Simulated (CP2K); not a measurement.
# C2HCl2F3 (2,2-Dichloro-1,1,1-trifluoroethane), run twice

Wanted: a single-point energy of C2HCl2F3 (2,2-Dichloro-1,1,1-trifluoroethane), MNDOD.

Program for the calculation: CP2K 2026.2.

2 further runs of the same task are left out: 1 that didn't finish, 1 set aside as unsound or not needed.

### Step 1. The molecule

C2HCl2F3: 8 atoms, total charge 0, spin state singlet. As SMILES, `FC(F)(F)C(Cl)Cl`. Geometry: relaxed at GFN2-xTB.

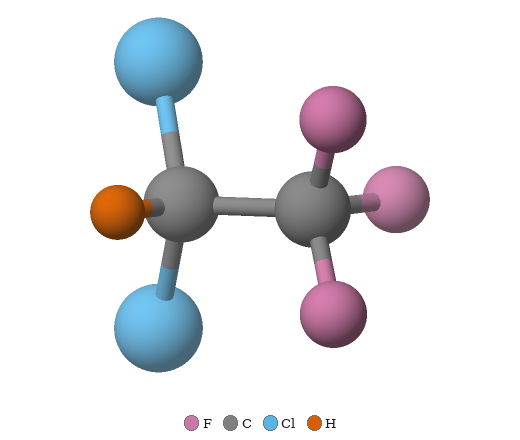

Viewed from a chosen angle; fluorine pink, carbon grey, chlorine blue, hydrogen orange.

### Step 2. Try one

gas.inp reads:

```
&GLOBAL
    PROJECT gas
    RUN_TYPE ENERGY
    PRINT_LEVEL MEDIUM
&END GLOBAL

&FORCE_EVAL
    METHOD QUICKSTEP
    &DFT
        CHARGE 0
        MULTIPLICITY 1
        # Quickstep
        &QS
            METHOD MNDOD
            EPS_DEFAULT 1.0E-10
            &SE
                &COULOMB
                    CUTOFF [angstrom] 50
                    RC_RANGE [angstrom] 0
                &END COULOMB
                &EXCHANGE
                    CUTOFF [angstrom] 50
                    RC_RANGE [angstrom] 0
                &END EXCHANGE
            &END SE
        &END QS
        # no periodic images
        &POISSON
            PERIODIC NONE
            POISSON_SOLVER ANALYTIC
        &END POISSON
        &SCF
            SCF_GUESS ATOMIC
            EPS_SCF 1.0E-07
            MAX_SCF 100
            ADDED_MOS 2
            &DIAGONALIZATION
                ALGORITHM STANDARD
            &END DIAGONALIZATION
            &MIXING
                METHOD DIRECT_P_MIXING
                ALPHA 0.4
            &END MIXING
        &PRINT
            &MOMENTS
                PERIODIC F
                REFERENCE COM
                MAX_MOMENT 1
            &END MOMENTS
            &MO ON
                ENERGIES T
                OCCUPATION_NUMBERS T
                NDIGITS 6
                &EACH
                    QS_SCF 0
                &END EACH
                ADD_LAST NUMERIC
            &END MO
            &HIRSHFELD OFF
            &END HIRSHFELD
        &END PRINT
    &END DFT
    # atoms, cell and kinds
    &SUBSYS
        # vacuum box
        &CELL
            ABC [angstrom] 19.3 18.9 18.6
            PERIODIC NONE
        &END CELL
        &COORD
            SCALED T
            F    0.49779093   0.42425159   0.56875941
            C    0.51841218   0.45623466   0.50835887
            F    0.58626762   0.44371667   0.50186747
            F    0.48678368   0.42448228   0.45378790
            C    0.50391891   0.53592672   0.51164812
            Cl   0.41373238   0.54929444   0.52322231
            Cl   0.53416399   0.57574841   0.43124059
            H    0.53154534   0.55885476   0.55737930
        &END COORD
    &END SUBSYS
&END FORCE_EVAL
```

Launch:

```sh
$ OMP_NUM_THREADS=1 cp2k.psmp -i gas.inp -o gas.out
```

Standard output:

```text
Possible matches for unknown subsection

 MOMENTS

   subsection MOMENTS in section %__ROOT__%FORCE_EVAL%DFT%ENERGY_CORRECTION%PRINT score:  110
   subsection MOMENTS in section %__ROOT__%FORCE_EVAL%DFT%REAL_TIME_PROPAGATION%PRINT score:  110
   subsection MOMENTS in section %__ROOT__%FORCE_EVAL%DFT%PRINT score:  110
   subsection MOMENTS_FT in section %__ROOT__%FORCE_EVAL%DFT%REAL_TIME_PROPAGATION%PRINT score:  107
   enum SILENT in section %__ROOT__%GLOBAL%PRINT for keyword _SECTION_PARAMETERS_ score:  106

 *******************************************************************************
 *   ___                                                                       *
 *  /   \                                                                      *
 * [ABORT]                                                                     *
 *  \___/               unknown subsection MOMENTS of section PRINT            *
 *    |                                                                        *
 *  O/|                                                                        *
 * /| |                                                                        *
 * / \                                               input/input_parsing.F:192 *
 *******************************************************************************

 ===== Routine Calling Stack =====

            6 section_vals_parse
            5 section_vals_parse
            4 section_vals_parse
            3 section_vals_parse
            2 section_vals_parse
            1 read_input

Program received signal SIGABRT: Process abort signal.

Backtrace for this error:
#0  0x58ca29aaf957 in ???
#1  0x58ca4a364cac in __pthread_kill_implementation
#2  0x58ca4a30bfb7 in raise
#3  0x58ca4a2f5d37 in abort
#4  0x58ca2a182d83 in ???
#5  0x58ca2a184297 in ???
#6  0x58ca2a2f3e77 in ???
#7  0x58ca2a2f38f7 in ???
#8  0x58ca2a2f38f7 in ???
#9  0x58ca2a2f38f7 in ???
#10  0x58ca2a2f38f7 in ???
#11  0x58ca29bc9807 in ???
#12  0x58ca2a434e8b in ???
#13  0x58ca2a439d0b in ???
#14  0x58ca29b50db3 in ???
#15  0x58ca29b4ef13 in ???
#16  0x58ca4a2f6573 in __libc_start_call_main
#17  0x58ca4a2f6657 in __libc_start_main_impl
#18  0x58ca29b4f06f in ???
#19  0xffffffffffffffff in ???
```

It took 0.3 s on 1 thread of Arm Neoverse V1, shared host.

### Step 3. What went wrong

The input was rejected.

The log says `\___/               unknown subsection MOMENTS of section PRINT`. Cause: a section of the input isn't closed.

### Step 4. Second attempt

qs.inp reads:

```
&GLOBAL
 PROJECT qs
 RUN_TYPE ENERGY
 PRINT_LEVEL MEDIUM
&END GLOBAL
&FORCE_EVAL
 METHOD QS
 &DFT
  CHARGE 0
  MULTIPLICITY 1
  &QS
   METHOD MNDOD
   EPS_DEFAULT 1.0E-10
   &SE
    &COULOMB
     CUTOFF [angstrom] 50
     RC_RANGE [angstrom] 0
    &END COULOMB
    &EXCHANGE
     CUTOFF [angstrom] 50
     RC_RANGE [angstrom] 0
    &END EXCHANGE
   &END SE
  &END QS
  &POISSON
   PERIODIC NONE
   POISSON_SOLVER ANALYTIC
  &END POISSON
  &SCF
   SCF_GUESS ATOMIC
   EPS_SCF 1.0E-07
   MAX_SCF 100
   ADDED_MOS 2
   &DIAGONALIZATION
    ALGORITHM STANDARD
   &END DIAGONALIZATION
   &MIXING
    METHOD DIRECT_P_MIXING
    ALPHA 0.4
   &END MIXING
  &END SCF
  &PRINT
   &MOMENTS
    PERIODIC F
    REFERENCE COM
    MAX_MOMENT 1
   &END MOMENTS
   &MO ON
    ENERGIES T
    OCCUPATION_NUMBERS T
    NDIGITS 6
    &EACH
     QS_SCF 0
    &END EACH
    ADD_LAST NUMERIC
   &END MO
   &HIRSHFELD OFF
   &END HIRSHFELD
  &END PRINT
 &END DFT
 &SUBSYS
  &CELL
   ABC [angstrom] 19.3 18.9 18.6
   PERIODIC NONE
  &END CELL
  &COORD
   SCALED T
   F    0.49779093   0.42425159   0.56875941
   C    0.51841218   0.45623466   0.50835887
   F    0.58626762   0.44371667   0.50186747
   F    0.48678368   0.42448228   0.45378790
   C    0.50391891   0.53592672   0.51164812
   Cl   0.41373238   0.54929444   0.52322231
   Cl   0.53416399   0.57574841   0.43124059
   H    0.53154534   0.55885476   0.55737930
  &END COORD
 &END SUBSYS
&END FORCE_EVAL
```

Launch:

```sh
$ OMP_NUM_THREADS=1 cp2k.psmp qs.inp > qs.out
```

Standard output:

```text
CP2K| version string:                                       CP2K version 2026.2
[...]
 GLOBAL| Method name                                                        CP2K
[...]
 GLOBAL| Run type                                                         ENERGY
[...]
                             - Atoms:                                          8
[...]
                             - Spherical basis functions:                     39
[...]
 Number of electrons:                                                         44
[...]
     1 P_Mix/Diag. 0.40E+00    0.0     0.73955014       -75.6905584727 -7.57E+01
[...]
    19 DIIS/Diag.  0.43E-07    0.0     0.00000004       -82.2571119378 -1.28E-13
  *** SCF run converged in    19 steps ***
  Core-core repulsion energy [eV]:                           4651.62250362684608
  Core Hamiltonian energy [eV]:                             -3752.84577669061673
  Two-electron integral energy [eV]:                        -6274.21314961468488
  Electronic energy [eV]:                                   -6889.95235149795917
  Total energy [eV]:                                        -2238.32984787111309
  Atomic reference energy [eV]:                              2231.60788232988898
  Heat of formation [kcal/mol]:                              -155.01222016936472
[...]
 SE_DIPOLE| Moment [Debye]         -0.28310000      -1.52591181      -0.83756977
 SE_DIPOLE| Derivative [a.u.]       0.00000000       0.00000000       0.00000000
 ENERGY| Total FORCE_EVAL ( QS ) energy [hartree]            -82.257111937796992
[...]
```

It took 0.28 s on 1 thread of Arm Neoverse V1, shared host.

### Step 5. Results

Level: MNDOD.

| quantity | value |
| --- | --- |
| total energy | -82.25711 Eh |
| dipole moment | 1.76 D |
| HOMO energy | -11.75 eV |
| LUMO energy | -0.14 eV |
| HOMO–LUMO gap | 11.61 eV |
| heat of formation | -155.0 kcal/mol |
